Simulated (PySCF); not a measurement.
Input

```
{"job": {"kind": "nmr", "xc": "PBE0", "basis": "pcSseg-1"}, "charge": 0, "multiplicity": 1}
C     -2.618710    -2.074248    -0.718067
C     -1.856104    -1.218835    -0.353541
Si    -0.730871     0.151676     0.228584
N     -0.241782     0.045475     1.879381
P     -1.861241     2.103907     0.141912
C      0.810747     0.087361    -0.862997
C      2.105109     0.669288    -0.370708
C      1.963306    -0.808491    -0.511887
H     -3.277164    -2.829717    -1.040422
H      0.248966    -0.770435     2.205760
H     -0.862566     0.391359     2.593025
H     -2.623644     1.734992    -0.950452
H     -0.933110     2.750613    -0.653369
H      0.625881     0.200797    -1.925402
H      2.731858     1.196741    -1.074930
H      2.127197     1.082623     0.625935
H      2.487360    -1.302885    -1.316458
H      1.896011    -1.403904     0.385344
```

Launched as:

```sh
OMP_NUM_THREADS=1 python probes_run.py task.json out
```

Geometry: GFN2-xTB.

Level of theory: PySCF 2.14.0, PBE0/pcSseg-1, SCF density, gas phase, non-relativistic.

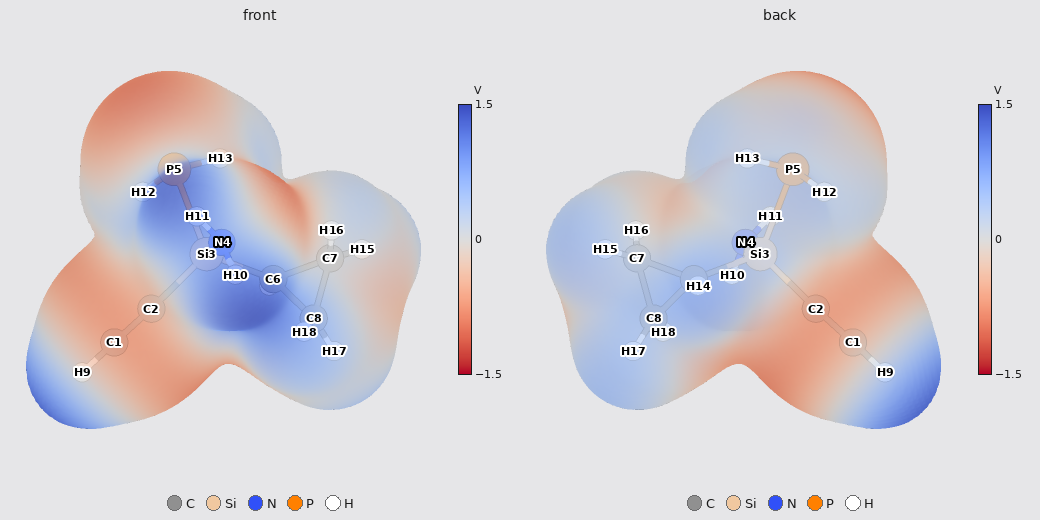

C5H10NPSi. The molecular electrostatic potential painted on the density surface at 0.001 e/bohr³, seen from the front and from behind; red is negative and blue positive.

**Describe the electrostatic potential map.**

The most negative region (about −0.9 V, or −21 kcal/mol for a unit charge) lies over N4 and P5, the most positive (about +1.3 V, or +30 kcal/mol for a unit charge) over H10.

**What dipole moment does the calculation give?**

Its dipole moment is 1.39 D.
